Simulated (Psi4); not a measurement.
# BBrCl2 (SMILES ClB(Cl)Br): M06-2X/cc-pVDZ

What is the vertical ionisation energy of BBrCl2 at M06-2X/cc-pVDZ? 

The calculation is run with Psi4 1.11.

4 further runs of the same task are left out: 4 that didn't finish.

## (1) The system as given

The species is BBrCl2 (4 atoms), meant as a singlet with charge 0. SMILES: `ClB(Cl)Br`. The coordinates come from a PBE0-D4/def2-TZVP relaxation.

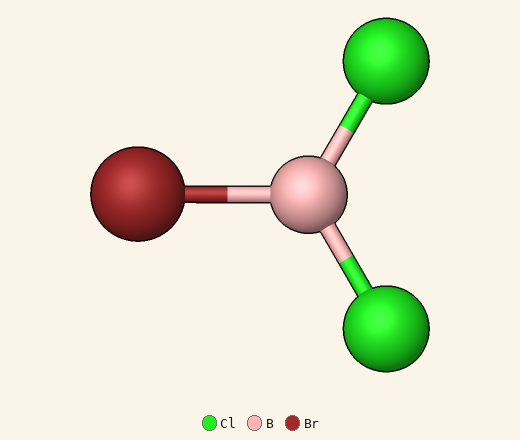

Viewed from a chosen angle; chlorine green, boron pink, bromine red.

## (2) Energy and forces at M06-2X/cc-pVDZ

File input.dat:

```
memory 1600 mb

molecule mol {
  0 1
  Cl     0.582100     0.666000     1.510800
  B      0.037200    -0.038100     0.022100
  Cl     0.444300    -1.679200    -0.365600
  Br    -1.008100     0.991100    -1.187600
  symmetry c1
}

set basis cc-pVDZ
set puream true
set e_convergence 1e-09
set d_convergence 1e-08
set scf_type pk
set dft_radial_points 99
set dft_spherical_points 590

E, wfn = gradient('m06-2x', return_wfn=True)
oeprop(wfn, 'MAYER_INDICES', 'QUADRUPOLE', 'MULLIKEN_CHARGES', title='M06-2X')
```

Run with:

```bash
$ psi4 -i input.dat -o output.dat -n 1
```

output.dat, cut to the lines that bear on the results:

```text
[...]
  Running in c1 symmetry.
[...]
  Nuclear repulsion =  351.409229119585689
[...]
  Multiplicity = 1
[...]
  Nalpha       = 37
  Nbeta        = 37
[...]
    Number of basis functions: 77
[...]
   @RKS iter   1: -3519.39059858402516   -1.36372e+00   7.33563e-03 ADIIS/DIIS
[...]
   @RKS iter  11: -3519.50901592134232   -5.45697e-12   2.50603e-09 DIIS
[...]
    Orbital Energies [Eh]
    ---------------------
    Doubly Occupied:
       1A   -485.422345     2A   -102.686364     3A   -102.686346
       4A    -63.414730     5A    -57.235496     6A    -57.234335
       7A    -57.233829     8A     -9.833625     9A     -9.833575
      10A     -9.064536    11A     -7.553510    12A     -7.553491
      13A     -7.549541    14A     -7.549521    15A     -7.548138
      16A     -7.548118    17A     -7.205305    18A     -6.885962
      19A     -6.880086    20A     -6.878182    21A     -2.914331
      22A     -2.912352    23A     -2.910663    24A     -2.905399
      25A     -2.905287    26A     -0.987921    27A     -0.944943
      28A     -0.889462    29A     -0.595589    30A     -0.517325
      31A     -0.504667    32A     -0.469495    33A     -0.407987
      34A     -0.404008    35A     -0.402668    36A     -0.378341
[...]
  @RKS Final Energy: -3519.50901592134232
   => Energetics <=
    Nuclear Repulsion Energy =            351.4092291195856887
    One-Electron Energy =               -5586.4722537296056544
    Two-Electron Energy =                1787.2624732352842329
    DFT Exchange-Correlation Energy =     -71.7084645466059385
    Empirical Dispersion Energy =           0.0000000000000000
    VV10 Nonlocal Energy =                  0.0000000000000000
    Total Energy =                      -3519.5090159213418701
[...]
  -Total Gradient:
     Atom            X                  Y                   Z
    ------   -----------------  -----------------  -----------------
       1       -0.002072152561    -0.002720260855    -0.005705762400
       2        0.002268731557    -0.002221302249     0.002675347697
       3       -0.001534475874     0.006254031948     0.001493632538
       4        0.001327687488    -0.001302879964     0.001525695606
[...]
 Multipole Moments:
 ------------------------------------------------------------------------------------
     Multipole            Electronic (a.u.)      Nuclear  (a.u.)        Total (a.u.)
 ------------------------------------------------------------------------------------
 L = 1.  Multiply by 2.5417464519 to convert [e a0] to [Debye]
 Dipole X            :         -4.4718194            4.4863051            0.0144856
 Dipole Y            :          4.4025347           -4.4166878           -0.0141531
 Dipole Z            :         -5.1737988            5.1907745            0.0169758
 Magnitude           :                                                    0.0264258
 L = 2.  Multiply by 1.3450342976 to convert [e a0^2] to [Debye ang]
 Quadrupole XX       :       -180.5086598          144.8401225          -35.6685374
 Quadrupole XY       :        132.2842347         -132.2168577            0.0673770
[...]
  Mulliken Charges: (a.u.)
   Center  Symbol    Alpha    Beta     Spin     Total
       1    CL     8.51079  8.51079  0.00000 -0.02157
       2     B     2.45385  2.45385  0.00000  0.09230
       3    CL     8.51083  8.51083  0.00000 -0.02167
       4    BR    17.52453 17.52453  0.00000 -0.04907
   Total alpha = 37.00000, Total beta = 37.00000, Total charge =  0.00000
  Mayer Bond Indices:
[...]
```

It took 2.4 min on 1 thread of Intel Xeon Platinum 8259CL at 2.50GHz (Skylake/Cascade Lake), shared host; peak memory 1.1 GiB.

## (3) The doublet cation, same level

File run.py:

```python
import psi4

psi4.set_memory('1600 MB')
psi4.set_num_threads(1)
psi4.set_output_file('psi4.out', False)

geom = psi4.geometry("""
1 2
Cl     1.10000958     1.25855760     2.85499823
B      0.07029781    -0.07199857     0.04176295
Cl     0.83960532    -3.17322811    -0.69088387
Br    -1.90503291     1.87290756    -2.24423875
units bohr
symmetry c1
no_reorient
no_com
""")

options = {'basis': 'cc-pVDZ', 'reference': 'uks', 'puream': True, 'e_convergence': 1e-09, 'd_convergence': 1e-08, 'scf_type': 'pk', 'dft_radial_points': 99, 'dft_spherical_points': 590, 'maxiter': 200}
psi4.set_options(options)

e_tot = psi4.gradient('m06-2x')
print('gradient / Eh bohr^-1')
print(e_tot.np.round(6))
```

Run with:

```bash
$ python run.py
```

psi4.out, cut to the lines that bear on the results:

```text
[...]
  Running in c1 symmetry.
[...]
  Nuclear repulsion =  351.409228964059366
[...]
  Multiplicity = 2
[...]
  Nalpha       = 37
  Nbeta        = 36
[...]
    Number of basis functions: 77
[...]
   @UKS iter   1: -3518.99040670572185   -9.63526e-01   6.81727e-03 ADIIS/DIIS
[...]
   @UKS iter  19: -3519.09668382937889   -6.82121e-12   4.41161e-09 DIIS
[...]
   @S^2 Observed:                7.548355577E-01
[...]
  @UKS Final Energy: -3519.09668382937889
   => Energetics <=
    Nuclear Repulsion Energy =            351.4092289640593663
    One-Electron Energy =               -5567.0841474982826185
    Two-Electron Energy =                1768.1077131501710937
    DFT Exchange-Correlation Energy =     -71.5294784453268164
    Empirical Dispersion Energy =           0.0000000000000000
    VV10 Nonlocal Energy =                  0.0000000000000000
    Total Energy =                      -3519.0966838293788896
[...]
 Multipole Moments:
 ------------------------------------------------------------------------------------
     Multipole            Electronic (a.u.)      Nuclear  (a.u.)        Total (a.u.)
 ------------------------------------------------------------------------------------
 L = 1.  Multiply by 2.5417464519 to convert [e a0] to [Debye]
 Dipole X            :         32.5866878          -33.3512095           -0.7645217
 Dipole Y            :        -31.8923216           32.6423731            0.7500515
 Dipole Z            :         40.6251400          -41.5495974           -0.9244574
 Magnitude           :                                                    1.4148117
[...]
  -Total Gradient:
     Atom            X                  Y                   Z
    ------   -----------------  -----------------  -----------------
       1        0.009625759313    -0.004140477220     0.014814943669
       2       -0.027241588502     0.026821348154    -0.031480616337
       3        0.009044083240    -0.014249117325     0.006749587148
       4        0.008565040931    -0.008425669607     0.009909159788
[...]
```

The script printed:

```text
gradient / Eh bohr^-1
[[ 0.009626 -0.00414   0.014815]
 [-0.027242  0.026821 -0.031481]
 [ 0.009044 -0.014249  0.00675 ]
 [ 0.008565 -0.008426  0.009909]]
```

Wall time 2.8 min (1 thread of Intel Xeon Platinum 8259CL at 2.50GHz (Skylake/Cascade Lake), shared host); peak memory 1 GiB.

## (4) Summary of results

At M06-2X/cc-pVDZ:

| quantity | value |
| --- | --- |
| singlet BBrCl2: total energy | -3519.50902 Eh |
| singlet BBrCl2: dipole moment | 0.07 D |
| singlet BBrCl2: HOMO energy | -9.81 eV |
| singlet BBrCl2: LUMO energy | -0.81 eV |
| singlet BBrCl2: HOMO–LUMO gap | 9.00 eV |
| singlet BBrCl2: largest force on an atom | 0.342 eV/Å |
| doublet cation: total energy | -3519.09668 Eh |
| doublet cation: HOMO energy (highest over α and β) | -16.15 eV |
| doublet cation: LUMO energy (lowest over α and β) | -12.24 eV |
| doublet cation: ⟨S²⟩ | 0.755 |
| doublet cation: largest force on an atom | 2.547 eV/Å |
| vertical ionisation energy (to the doublet cation) | 11.220 eV |

In words: Removing an electron at fixed nuclei costs 11.22 eV (259 kcal/mol). The largest force (singlet BBrCl2) is 0.34 eV/Å: the shape isn't a stationary point for this species at this level. The negative HOMO energy of the first species, 9.81 eV, lies 1.41 eV below that difference.
